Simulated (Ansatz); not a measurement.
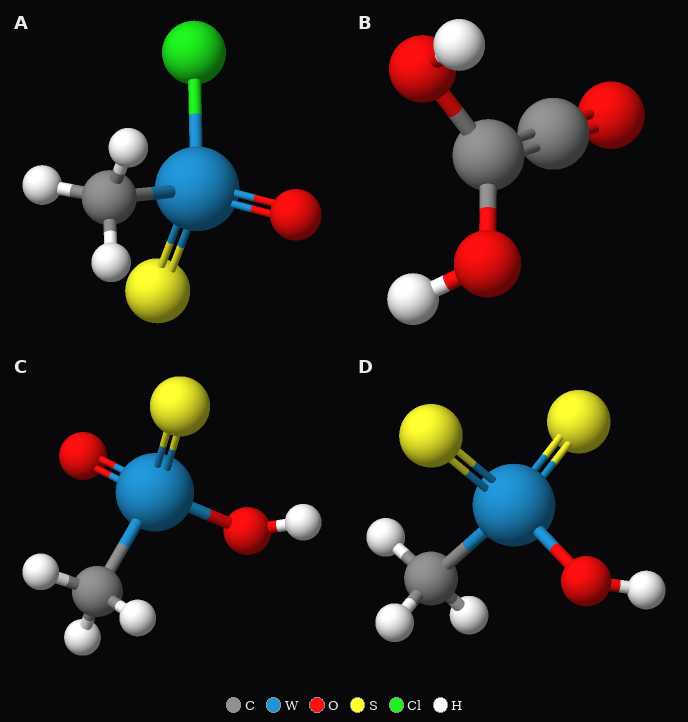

Figure made from data computed with Ansatz.

The species is neutral and a spin singlet.

Question: Match each picture to its SMILES.
(1) [CH3][W]([OH])(=[S])=[S]
(2) [CH3][W@@](=[O])(=[S])[Cl]
(3) [CH3][W@](=[O])([OH])=[S]
(4) O=C=C(O)O

Answer: A is (2), B is (4), C is (3), D is (1).
